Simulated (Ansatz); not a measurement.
# H₂O+ (doublet): correlated methods under varied settings at angle H2–O1–H3 = 118.9°

Aim: run H₂O+ (doublet) at one geometry under a spread of methods and options, and see what each costs and gives.

Computed with Ansatz 0.2.0, Gaussian basis. Level: the settings change from run to run.

11 further runs of the same task are left out: 3 for a mislabelled method, 5 that didn't finish, 3 set aside as unsound or not needed.

**1. What is computed**

The geometry derives from a PBE0/def2-TZVP stationary point (not a proven minimum). One angle is set to the value named; bond lengths are kept.

3 atoms, charge 1, spin multiplicity 2.

Atoms are counted from 1 here; the program's logs count them from 0.

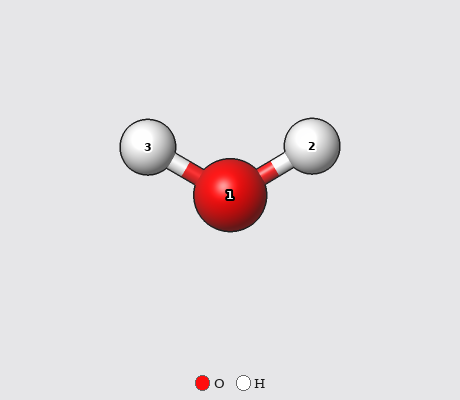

The geometry (oxygen red, hydrogen white); atoms are numbered from 1 in the order of the file.

**2. NEVPT4(SD)(7,5)/6-31G***

in.yaml

```yaml
crystal:
  periodic: [false, false, false]
  atoms:
    - {symbol: O, position_ang: [0.000000, -0.057093, 0.000000]}
    - {symbol: H, position_ang: [0.000000, 0.453132, -0.864464]}
    - {symbol: H, position_ang: [0.000000, 0.453132, 0.864464]}
basis:
  gaussian: {orbitals: "6-31G*"}
total_charge: 1
magnetization: {spin_polarized: false, initial_magnetization: 1}
correlation: {method: fic_nevpt4_sd, electrons: all, active_space: {window: {electrons: 7, orbitals: 5}}}
```

Started as:

```sh
ansatz run in.yaml --threads 1 --pin off --events-out ev --progress --plain --max-ram 2393MiB
```

The program printed:

```text
Functional definition: HF
  name "HF"
  cite "Fock, Z. Phys. 61, 126 (1930) doi:10.1007/BF01340294"
  parent pbe
  exchange = exact_x
  correlation = 0
189 factors; integrals over basis functions are off by at most 6.3e-4 eV
mean field evaluation 1: about -2055.4741 eV, gradient 3.3e1 eV
mean field evaluation 2: about -2055.4738 eV, gradient 3.3e1 eV
mean field evaluation 4: about -2057.4211 eV, gradient 1.4e0 eV
mean field evaluation 8: about -2057.4275 eV, gradient 3.8e-4 eV
mean field evaluation 16: about -2057.4204 eV, gradient 5.7e-1 eV
mean field -2057.42749231 eV, -75.6090657679 hartree, gradient 2.5e-6 eV, S^2 0.750000; 2 other end points of the search recorded, 0 dependent functions left out
reference -2057.42749231 eV, -75.6090657679 hartree; 5, 4 occupied and 14, 15 virtual orbitals, 189 factors
state -2058.05705693 eV, -75.6322018410 hartree
state -2058.05705693 eV, -75.6322018410 hartree; corrected -2061.83370296 eV, -75.7709910228 hartree
Total energy: -2061.83370296 eV, -75.7709910228 hartree
```

It took 0.45 s on 1 thread of Arm Neoverse V1, shared host.

From the report: 22 determinants; active occupations 2.00, 2.00, 1.98, 1.00, 0.02.

**3. CCSD/cc-pVDZ**

in.yaml

```yaml
crystal:
  periodic: [false, false, false]
  atoms:
    - {symbol: O, position_ang: [0.000000, -0.057093, 0.000000]}
    - {symbol: H, position_ang: [0.000000, 0.453132, -0.864464]}
    - {symbol: H, position_ang: [0.000000, 0.453132, 0.864464]}
basis:
  gaussian: {orbitals: cc-pVDZ, point_charges: [{charge: 1.00, position_ang: [4.849, 0.150, 0.798]}]}
total_charge: 1
magnetization: {spin_polarized: true, initial_magnetization: 1}
hamiltonian: {xc: {name: r2SCAN}}
correlation: {method: ccsd, electrons: valence}
```

Same command.

The program printed, cut to the lines that bear on the results:

```text
Functional definition: r2SCAN
  name "r2SCAN"
  cite "Furness, Kaplan, Ning, Perdew & Sun, J. Phys. Chem. Lett. 11, 8208 (2020) doi:10.1021/acs.jpclett.0c02405"
  cite "Furness, Kaplan, Ning, Perdew & Sun, J. Phys. Chem. Lett. 11, 9248 (2020) doi:10.1021/acs.jpclett.0c03077"
  parent r2scan
[...]
215 factors; integrals over basis functions are off by at most 1.1e-3 eV
[...]
mean field -2063.42936872 eV, -75.8296306578 hartree, gradient 1.2e-6 eV, S^2 0.753551; 0 other end points of the search recorded, 0 dependent functions left out
1 core orbitals not correlated: weight in the atoms' cores, before any rotation towards them, 1.000 or more for the frozen orbitals, at most 0.000 for the correlated occupied ones
reference -2055.09001515 eV, -75.5231650666 hartree; 4, 3 occupied and 19, 20 virtual orbitals, 215 factors
second order -4.21076559 eV of doubles, -0.05253233 eV of singles
cycle   1  -4.55446941 eV  change   -2.9e-1 eV  update   2.9e-2
[...]
cycle   9  -4.66910137 eV  change   -8.3e-7 eV  update   7.5e-6
Total energy: -2059.75911652 eV, -75.6947513773 hartree
```

It took 1 s on 1 thread of Arm Neoverse V1, shared host.

From the report: ⟨S²⟩ of the determinant 0.754 (pure doublet: 0.75); correlation -4.6691 eV; T1 0.006; largest double amplitude 0.04. The orbitals are Kohn-Sham ones, so correlation energy and T1 don't compare with those on Hartree-Fock orbitals.

**4. MRCISD+Q(relaxed)(3,6)/cc-pVDZ**

in.yaml

```yaml
crystal:
  periodic: [false, false, false]
  atoms:
    - {symbol: O, position_ang: [0.000000, -0.057093, 0.000000]}
    - {symbol: H, position_ang: [0.000000, 0.453132, -0.864464]}
    - {symbol: H, position_ang: [0.000000, 0.453132, 0.864464]}
basis:
  gaussian: {orbitals: cc-pVDZ}
total_charge: 1
magnetization: {spin_polarized: false, initial_magnetization: 1}
correlation: {method: fic_mrcisd_q_relaxed, electrons: valence, active_space: {window: {electrons: 3, orbitals: 6}, states: [{multiplicity: 2, weights: [0.5, 1, 0.5]}, {multiplicity: 4, weights: [1]}]}}
```

The command is unchanged.

The program printed, cut to the lines that bear on the results:

```text
Functional definition: HF
  name "HF"
  cite "Fock, Z. Phys. 61, 126 (1930) doi:10.1007/BF01340294"
  parent pbe
[...]
383 factors; integrals over basis functions are off by at most 1.4e-7 eV
[...]
mean field -2057.92805831 eV, -75.6274612290 hartree, gradient 2.2e-6 eV, S^2 0.750000; 2 other end points of the search recorded, 0 dependent functions left out
reference -2057.92805831 eV, -75.6274612290 hartree; 5, 4 occupied and 19, 20 virtual orbitals, 383 factors
state -2058.32128283 eV, -75.6419119638 hartree
state -2056.86181466 eV, -75.5882774977 hartree
state -2045.04721663 eV, -75.1540990283 hartree
contracted CI cycle   1: correlation 0.00000000 eV, 0.0000000000 hartree, residual 2.24e1 eV
contracted CI cycle   2: correlation -4.06635248 eV, -0.1494356974 hartree, residual 4.08e0 eV
contracted CI cycle   3: correlation -4.22728042 eV, -0.1553496901 hartree, residual 1.38e0 eV
[...]
contracted CI cycle   3: correlation -3.95790227 eV, -0.1454502258 hartree, residual 1.20e0 eV
contracted CI cycle   4: correlation -3.97799820 eV, -0.1461887376 hartree, residual 5.20e-1 eV
contracted CI cycle   5: correlation -3.98196989 eV, -0.1463346944 hartree, residual 2.06e-1 eV
contracted CI cycle   6: correlation -3.98268796 eV, -0.1463610831 hartree, residual 8.91e-2 eV
contracted CI cycle   7: correlation -3.98278551 eV, -0.1463646677 hartree, residual 3.04e-2 eV
contracted CI cycle   8: correlation -3.98279650 eV, -0.1463650716 hartree, residual 1.02e-2 eV
contracted CI cycle   9: correlation -3.98279769 eV, -0.1463651154 hartree, residual 3.37e-3 eV
contracted CI cycle  10: correlation -3.98279782 eV, -0.1463651201 hartree, residual 1.01e-3 eV
contracted CI cycle  11: correlation -3.98279783 eV, -0.1463651205 hartree, residual 3.21e-4 eV
state -2046.77213069 eV, -75.2174884510 hartree; corrected -2050.94918053 eV, -75.3709922013 hartree
Total energy: -2056.08401855 eV, -75.5596940178 hartree
```

Run time: 2.4 s. Hardware: 1 thread of Arm Neoverse V1, shared host.

From the report: 46 determinants; active occupations (of the averaged states) 1.32, 1.16, 0.50, 0.01, 0.01, 0.00.

**5. CCSDT/6-31++G****

in.yaml

```yaml
crystal:
  periodic: [false, false, false]
  atoms:
    - {symbol: O, position_ang: [0.000000, -0.057093, 0.000000]}
    - {symbol: H, position_ang: [0.000000, 0.453132, -0.864464]}
    - {symbol: H, position_ang: [0.000000, 0.453132, 0.864464]}
basis:
  gaussian: {orbitals: "6-31++G**", point_charges: [{charge: 0.50, position_ang: [4.497, -0.264, -0.165]}]}
total_charge: 1
magnetization: {spin_polarized: false, initial_magnetization: 1}
hamiltonian: {xc: {name: r2SCAN}}
correlation: {method: ccsdt, electrons: outside_noble_gas}
```

Launched as before.

The program printed, cut to the lines that bear on the results:

```text
Functional definition: r2SCAN
  name "r2SCAN"
  cite "Furness, Kaplan, Ning, Perdew & Sun, J. Phys. Chem. Lett. 11, 8208 (2020) doi:10.1021/acs.jpclett.0c02405"
  cite "Furness, Kaplan, Ning, Perdew & Sun, J. Phys. Chem. Lett. 11, 9248 (2020) doi:10.1021/acs.jpclett.0c03077"
  parent r2scan
[...]
475 factors; integrals over basis functions are off by at most 2.1e-7 eV
[...]
mean field -2064.56659322 eV, -75.8714228874 hartree, gradient 3.5e-6 eV, S^2 0.750000; 2 other end points of the search recorded, 0 dependent functions left out
[...]
1 core orbitals not correlated: weight in the atoms' cores, before any rotation towards them, 1.000 or more for the frozen orbitals, at most 0.000 for the correlated occupied ones
reference -2056.15972644 eV, -75.5624762315 hartree; 4, 3 occupied and 26, 27 virtual orbitals, 475 factors
second order -4.09534962 eV of doubles, -0.13449296 eV of singles
cycle   1  -4.51133309 eV  change   -2.8e-1 eV  update   3.8e-2
[...]
cycle  17  -4.70248299 eV  change    2.1e-7 eV  update   5.1e-7
Total energy: -2060.86220943 eV, -75.7352892939 hartree
```

Run time: 4.2 s. Hardware: 1 thread of Arm Neoverse V1, shared host.

From the report: correlation -4.7025 eV; T1 0.013; largest double amplitude 0.03. The orbitals are Kohn-Sham ones, so correlation energy and T1 don't compare with those on Hartree-Fock orbitals.

**6. The runs in one table**

```tsv
level	correlated	functions	energy (eV)	time
NEVPT4(SD)(7,5)/6-31G*	all	19	-2061.8337	0.45 s
CCSD/cc-pVDZ (beside a point charge, on r2SCAN orbitals)	valence	24	-2059.7591	1 s
MRCISD+Q(relaxed)(3,6)/cc-pVDZ (mean of several states)	valence	24	-2056.0840	2.4 s
CCSDT/6-31++G** (beside a point charge, on r2SCAN orbitals)	outside noble gas	31	-2060.8622	4.2 s
```

**7. Summary of results**

| quantity | value |
| --- | --- |
| runs | 4 |
| quickest | NEVPT4(SD)(7,5)/6-31G*, 0.45 s |
| slowest | CCSDT/6-31++G** (beside a point charge, on r2SCAN orbitals), 4.2 s |

**Reading.** Total energies in different bases, with other cores or another treatment of relativity can't be set against each other. CCSDT/6-31++G** (beside a point charge, on r2SCAN orbitals) took 9 times as long as NEVPT4(SD)(7,5)/6-31G*; the jobs differ in more than the method.
